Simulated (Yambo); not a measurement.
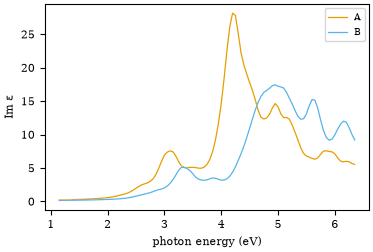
Figure: Two computed absorption spectra of SnS2 (space group P6_3mc, No. 186) (Yambo, PBEsol bands with the same scissor, field along x)

Axes are Cartesian, with cell vectors (Å) (3.68, 0.00, 0.00), (-1.84, 3.18, 0.00), (0.00, 0.00, 12.34).

Q: Which curve includes the electron-hole attraction (BSE)?

A: Curve A: the attraction moves weight to lower energy (centre of the plotted range 4.5 eV against 5.0 eV). Settings: 6×6×1 mesh, 20 valence and 12 conduction bands, static screening with 156 bands and a 3 Ry block, scissor 0.90 eV, Tamm-Dancoff. The scissor comes from a G0W0 run whose convergence isn't established. Broadening 0.15 eV. The band window holds all transitions up to 6.4 eV. On this mesh the peak heights and the fine structure are mesh artefacts; only the shift of weight is robust.

The standard potential for Sn keeps a d shell in the valence without the s and p states of that shell. In tests on such compounds this moved G0W0 gaps by up to about 0.9 eV, so absolute quasiparticle energies here are unreliable; differences between settings are what counts.

Spin-orbit coupling is included.

Geometry of the Materials Project entry, not relaxed at this level; primitive cell a = b = 3.676 Å, c = 12.339 Å, α = β = 90.00°, γ = 120.00°.

This is not the ordinary phase of the substance; no match was found in the copy of COD used, and its stability was not checked.

The distance between layers or molecules is the database entry's, not relaxed here. Functionals without dispersion can leave it too large, which widens gaps and weakens the response across layers: the numbers belong to this cell.
